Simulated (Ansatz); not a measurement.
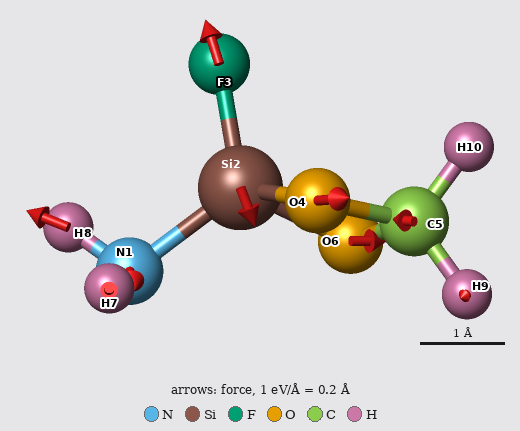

Starting geometry of CH$_{4}$FNO$_{2}$Si with the computed forces as red arrows. Style: ball-and-stick. Shown at a tilt.

The run prepares an end point of a later path (inversion) calculation, from a guessed geometry.

Method: Ansatz, RKS r2SCAN/def2-SVP. Set-up: no spin polarisation; force threshold 0.015 eV/Å; at most 40 steps.

**Is this structure relaxed? If not, where do the atoms go?**

It isn't relaxed: the largest force vector, on O4, is 3.40 eV/Å. The final displacements have little in common with the starting forces (cosine between the two patterns 0.27). The energy falls by 20.0 kcal/mol in 9 geometry steps. The largest force component goes from 2.8 to 0.0086 eV/Å. H7 moves most after the best rigid fit: 0.72 Å. By element the largest moves are H 0.72 Å, O 0.33 Å, N 0.30 Å, F 0.24 Å, Si 0.09 Å, C 0.04 Å. Among the contacts that change: Si2–F3 1.545 → 1.611 Å, Si2–O4 1.616 → 1.682 Å, N1–H8 0.969 → 1.013 Å, Si2–O6 1.638 → 1.682 Å. Among the angles between lasting bonds that change: Si2–N1–H7 103.7° → 124.0°, Si2–N1–H8 107.7° → 122.6°, N1–Si2–F3 115.3° → 104.7°.
